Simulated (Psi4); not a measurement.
**BH3O (BH2(OH)): TPSS/def2-SVP (sweep point 4)**

Aim: the vertical electron affinity of BH3O (BH2(OH)) at TPSS/def2-SVP (sweep point 4), from 2 runs. 

The results are computed with Psi4 1.11.

## Step 1: The structure to begin with

The species is BH3O (5 atoms), meant as a singlet with charge 0. As SMILES, `[H]B([H])O`. Geometry: relaxed at GFN2-xTB.

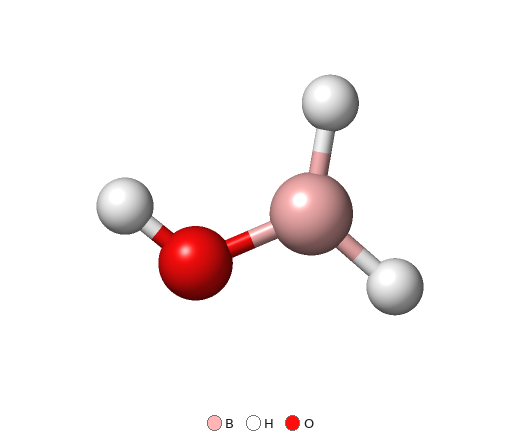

Viewed from a chosen angle; boron pink, hydrogen white, oxygen red.

## Step 2: The energy at TPSS/def2-SVP (sweep point 4)

The input, job.py:

```python
import psi4

psi4.set_memory('1600 MB')
psi4.set_num_threads(1)
psi4.core.set_output_file('run.log', False)

mol = psi4.geometry("""
0 1
B      0.51205909     0.57160436    -0.20503528
H      2.65232510     0.73706878    -0.74759455
H     -0.81808134     2.36472768    -0.15250090
O     -0.30126014    -1.73609139     0.32973831
H     -2.04506161    -1.93730943     0.77539242
units bohr
symmetry c1
""")

psi4.set_options({
    'reference': 'rks',
    'puream': True,
    'scf_type': 'pk',
    'dft_radial_points': 99,
    'dft_spherical_points': 590,
})

e, wfn = psi4.energy('tpss/def2-SVP', return_wfn=True)
print(f'total energy {e:.8f} hartree = {e * 27.211386:.5f} eV')
```

Launch:

```bash
python job.py
```

run.log:

```text
[...]
  Running in c1 symmetry.
[...]
  Nuclear repulsion =   30.808510956533365
[...]
  Multiplicity = 1
[...]
  Nalpha       = 8
  Nbeta        = 8
[...]
    Number of basis functions: 43
[...]
   @RKS iter   1:  -101.67953477919234   -3.08691e-01   1.43737e-02 ADIIS/DIIS
[...]
   @RKS iter   8:  -101.84504000966612   -1.40693e-09   1.71125e-07 DIIS
[...]
    Orbital Energies [Eh]
    ---------------------
    Doubly Occupied:
       1A    -18.924038     2A     -6.613203     3A     -0.963191
       4A     -0.536843     5A     -0.410313     6A     -0.360105
       7A     -0.333843     8A     -0.269107
[...]
  @RKS Final Energy:  -101.84504000966612
   => Energetics <=
    Nuclear Repulsion Energy =             30.8085109565333646
    One-Electron Energy =                -199.0155617186306927
    Two-Electron Energy =                  80.1778454528421065
    DFT Exchange-Correlation Energy =     -13.8158347004108926
    Empirical Dispersion Energy =           0.0000000000000000
    VV10 Nonlocal Energy =                  0.0000000000000000
    Total Energy =                       -101.8450400096661213
[...]
 Multipole Moments:
 ------------------------------------------------------------------------------------
     Multipole            Electronic (a.u.)      Nuclear  (a.u.)        Total (a.u.)
 ------------------------------------------------------------------------------------
 L = 1.  Multiply by 2.5417464519 to convert [e a0] to [Debye]
 Dipole X            :         -0.2939133           -0.3836744           -0.6775878
 Dipole Y            :         -1.0980700            0.9515604           -0.1465096
 Dipole Z            :          0.2369144           -0.0525035            0.1844110
 Magnitude           :                                                    0.7173546
[...]
```

The script printed:

```text
total energy -101.84504001 hartree = -2771.34470 eV
```

Run time: 11 s. Hardware: 1 thread of Intel Xeon Platinum 8488C (Sapphire Rapids), shared host; peak memory 1.1 GiB.

## Step 3: The doublet anion, same level

The input, run.py:

```python
import psi4

psi4.set_memory('1600 MB')
psi4.set_num_threads(1)
psi4.core.set_output_file('output.dat', False)

geom = psi4.geometry("""
-1 2
B      0.51205909     0.57160436    -0.20503528
H      2.65232510     0.73706878    -0.74759455
H     -0.81808134     2.36472768    -0.15250090
O     -0.30126014    -1.73609139     0.32973831
H     -2.04506161    -1.93730943     0.77539242
units bohr
symmetry c1
""")

psi4.set_options({
    'basis': 'def2-SVP',
    'reference': 'uks',
    'puream': True,
    'scf_type': 'pk',
    'dft_radial_points': 99,
    'dft_spherical_points': 590,
    'maxiter': 150,
})

e_tot, wfn = psi4.energy("TPSS", return_wfn=True)
print(f'total energy {e_tot:.8f} hartree = {e_tot * 27.211386:.5f} eV')
```

Launch:

```bash
python run.py
```

output.dat:

```text
[...]
  Running in c1 symmetry.
[...]
  Nuclear repulsion =   30.808510956533365
[...]
  Multiplicity = 2
[...]
  Nalpha       = 9
  Nbeta        = 8
[...]
    Number of basis functions: 43
[...]
   @UKS iter   1:  -101.39677871923509   -2.59354e-02   1.88210e-02 ADIIS/DIIS
[...]
   @UKS iter   9:  -101.75759641782494   -6.95439e-09   5.89327e-07 DIIS
[...]
   @S^2 Observed:                7.527507210E-01
[...]
    Orbital Energies [Eh]
    ---------------------
    Alpha Occupied:
       1A    -18.630526     2A     -6.297794     3A     -0.681390
       4A     -0.258900     5A     -0.133519     6A     -0.082271
       7A     -0.059408     8A      0.005078     9A      0.207575
    Alpha Virtual:
      10A      0.246031    11A      0.360947    12A      0.375529
      13A      0.434370    14A      0.438963    15A      0.490629
      16A      0.537070    17A      0.760707    18A      0.786343
      19A      0.915195    20A      0.962554    21A      1.155676
      22A      1.176009    23A      1.187450    24A      1.344832
      25A      1.368588    26A      1.417764    27A      1.603649
[...]
  @UKS Final Energy:  -101.75759641782494
   => Energetics <=
    Nuclear Repulsion Energy =             30.8085109565333646
    One-Electron Energy =                -203.4895665462621537
    Two-Electron Energy =                  84.9955845626760151
    DFT Exchange-Correlation Energy =     -14.0721253907721593
    Empirical Dispersion Energy =           0.0000000000000000
    VV10 Nonlocal Energy =                  0.0000000000000000
    Total Energy =                       -101.7575964178249421
[...]
 Multipole Moments:
 ------------------------------------------------------------------------------------
     Multipole            Electronic (a.u.)      Nuclear  (a.u.)        Total (a.u.)
 ------------------------------------------------------------------------------------
 L = 1.  Multiply by 2.5417464519 to convert [e a0] to [Debye]
 Dipole X            :         -0.6630902           -0.3836744           -1.0467646
 Dipole Y            :         -2.2854511            0.9515604           -1.3338908
 Dipole Z            :          0.4961584           -0.0525035            0.4436550
 Magnitude           :                                                    1.7526581
[...]
```

On the terminal:

```text
total energy -101.75759642 hartree = -2768.96523 eV
```

Wall time 18 s (1 thread of Intel Xeon Platinum 8488C (Sapphire Rapids), shared host); peak memory 1.1 GiB.

## Step 4: Summary of results

Level: TPSS/def2-SVP (sweep point 4).

| quantity | value |
| --- | --- |
| singlet BH3O: total energy | -101.84504 Eh |
| singlet BH3O: dipole moment | 1.82 D |
| singlet BH3O: HOMO energy | -7.32 eV |
| singlet BH3O: LUMO energy | -0.83 eV |
| singlet BH3O: HOMO–LUMO gap | 6.50 eV |
| doublet anion: total energy | -101.75760 Eh |
| doublet anion: HOMO energy (highest over α and β) | 5.65 eV |
| doublet anion: LUMO energy (lowest over α and β) | 6.69 eV |
| doublet anion: ⟨S²⟩ | 0.753 |
| vertical electron affinity (to the doublet anion) | -2.379 eV |

The anion lies 2.38 eV (230 kJ/mol) above the neutral: the electron isn't bound at this level, and such a value depends on the basis. Without diffuse functions anions come out too high. The HOMO (doublet anion) lies at positive energy, 5.65 eV, as semi-local functionals often give for anions; only total energies tell whether the electron is bound.
